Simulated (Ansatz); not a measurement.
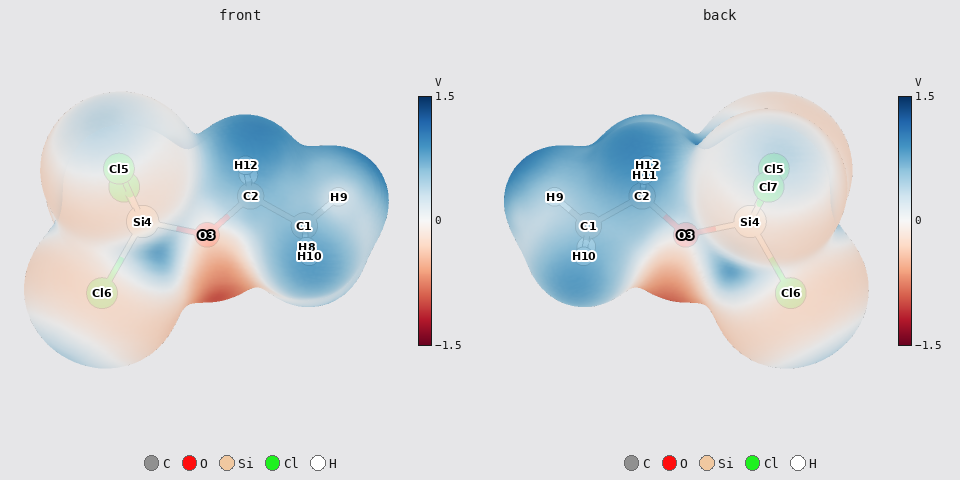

Figure 1: C2H5Cl3OSi (SMILES CCO[Si](Cl)(Cl)Cl). The molecular electrostatic potential painted on the density surface at 0.002 e/bohr³, seen from the front and from behind; red is negative and blue positive.

Geometry: PBE0-D4/def2-TZVP.

Computed with RKS PBE0-D4/def2-TZVPP (Ansatz).

The calculation's input:

```
crystal:
  periodic: [false, false, false]
  atoms:
    - {symbol: C, position_ang: [0.609295, 1.652364, 0.870504]}
    - {symbol: C, position_ang: [-0.319718, 0.564818, 0.400933]}
    - {symbol: O, position_ang: [0.437603, -0.409012, -0.316440]}
    - {symbol: Si, position_ang: [-0.137365, -1.744982, -1.000082]}
    - {symbol: Cl, position_ang: [-1.014518, -2.952205, 0.381446]}
    - {symbol: Cl, position_ang: [1.419464, -2.702866, -1.855791]}
    - {symbol: Cl, position_ang: [-1.532850, -1.300286, -2.410845]}
    - {symbol: H, position_ang: [1.379294, 1.243928, 1.527173]}
    - {symbol: H, position_ang: [0.047696, 2.408972, 1.423058]}
    - {symbol: H, position_ang: [1.097859, 2.134276, 0.021977]}
    - {symbol: H, position_ang: [-1.095683, 0.970319, -0.256916]}
    - {symbol: H, position_ang: [-0.814278, 0.079675, 1.249082]}
basis:
  gaussian: {orbitals: def2-TZVPP}
hamiltonian: {xc: pbe0, dispersion: d4}
output: {orbitals: {seedname: orbitals}}
```

Launched as:

```sh
ansatz run in.yaml --threads 8 --pin off --events-out ev --progress --plain --max-ram 20889MiB
```

Where is the surface potential most negative and most positive?

The most negative region (about −0.9 V) lies over O3, the most positive (about +1.0 V) over the C, H and Si atoms. Cl5 shows a σ-hole: about +0.4 V at the tip opposite its bond, against about −0.1 V on its flanks. Cl6 shows a σ-hole: about +0.4 V at the tip opposite its bond, against about −0.3 V on its flanks. Cl7 shows a σ-hole: about +0.4 V at the tip opposite its bond, against about −0.1 V on its flanks.
